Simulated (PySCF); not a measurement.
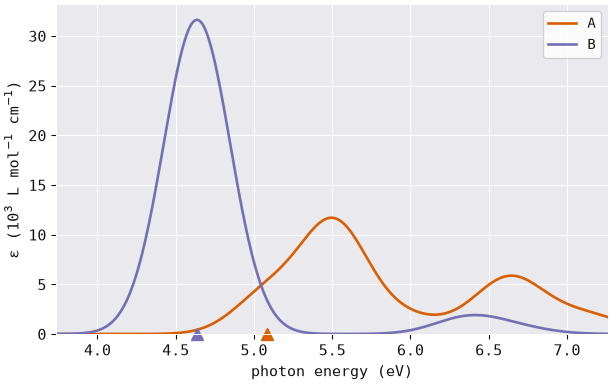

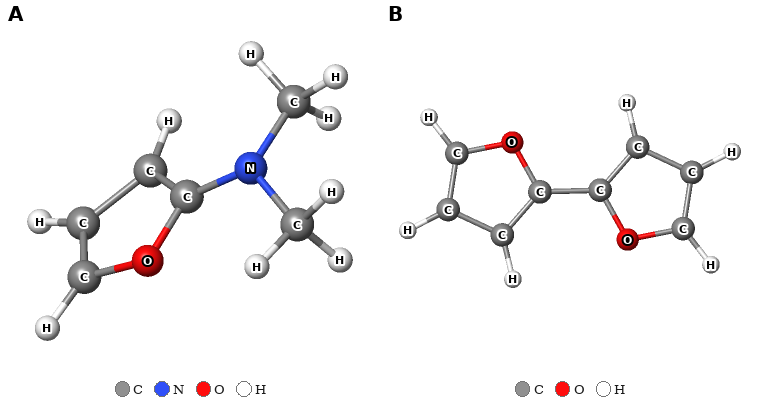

Related molecules: A is C₆H₉NO, SMILES CN(C)c1ccco1; B is C₈H₆O₂, SMILES c1coc(-c2ccco2)c1. Vertical TDDFT absorption, CAM-B3LYP/def2-SVPD with PySCF 2.14.0, at a PBE0-D3(BJ)/def2-SVP geometry (no frequency check); Gaussians of 1/e half-width 0.30 eV, triangles mark S1, and the range ends where the computed states of one molecule run out.

### How does the lowest singlet move?

A: 5.09 eV (f = 0.074, mainly HOMO → LUMO (87 %)); B: 4.64 eV (f = 0.586, mainly HOMO → LUMO (98 %)). From A to B it shifts 0.45 eV to the red.

### And the brightest state of each within the range drawn?

A: S2 at 5.51 eV, f = 0.20; B: S1 at 4.64 eV, f = 0.59.

Limits of at least one run: core orbitals are frozen in the response; one conformer of a flexible molecule; states above the negative HOMO energy depend on the basis.
